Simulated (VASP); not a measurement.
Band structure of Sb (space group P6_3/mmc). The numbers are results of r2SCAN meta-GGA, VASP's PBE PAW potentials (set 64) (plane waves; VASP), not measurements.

Unless said otherwise, spin-orbit coupling is left out, though it shifts the bands of the heavy elements here.

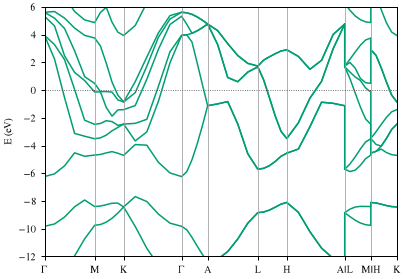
Figure: Bands along high-symmetry lines, zero at the valence-band maximum or, without a gap, the Fermi level

Task: Read the plot: is there a gap, and where are the band edges?

Result: It has no gap at this level: it comes out as a metal or semimetal.

The structure comes from a computed database's Sb entry (P6_3/mmc); how it stands against other phases isn't given here. It was relaxed first.
